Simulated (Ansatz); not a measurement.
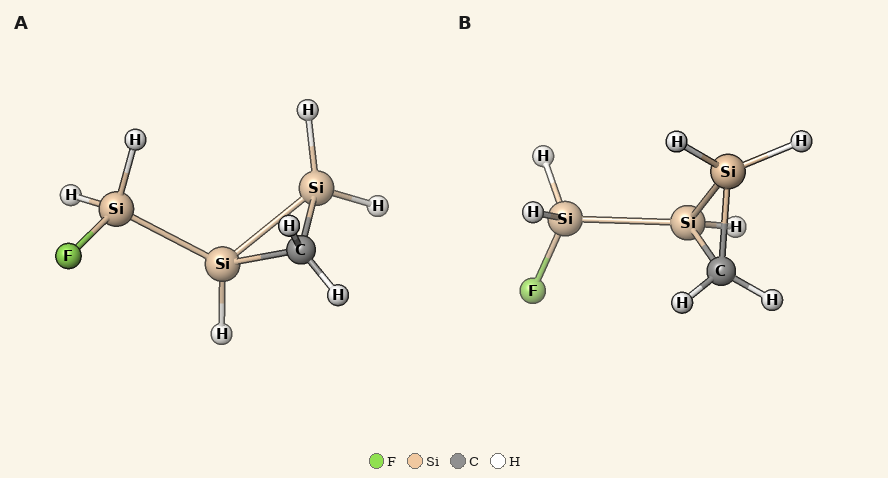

Depth is shown by fading: the farther an atom, the more it takes the colour of the background. The geometry was computed by an optimisation with PBE-D4/def2-SVP. No frequency run is at hand to confirm it as a minimum.

Are A and B the same structure? If not, how do they differ?

Answer. Yes. They are the same structure, CH7FSi3 (F[SiH2][Si@@H]1C[SiH2]1), seen from two directions: a rotation takes one into the other. The geometry is chiral (C1), so its mirror image would differ.
